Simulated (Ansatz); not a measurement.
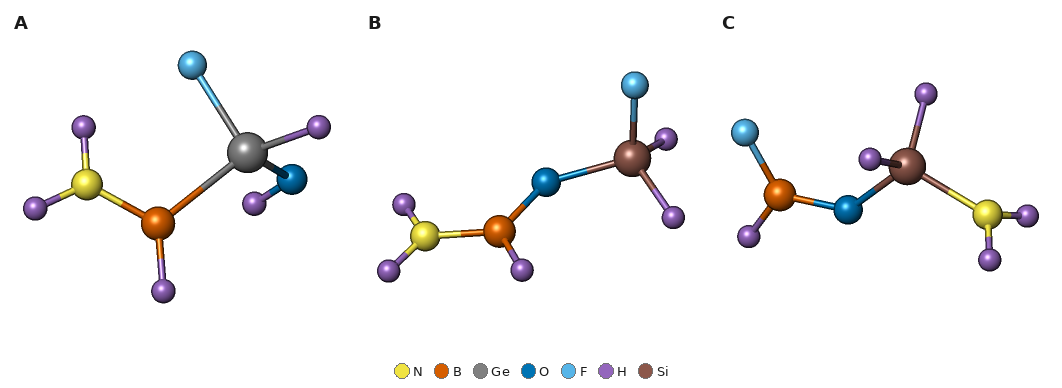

Simulated data, not a measurement (program: Ansatz).

Question: Which panel belongs to which SMILES?
(1) N[SiH2]OBF
(2) N[BH][Ge@@H]([OH])[F]
(3) NBO[SiH2]F

Answer: A is (2), B is (3), C is (1).
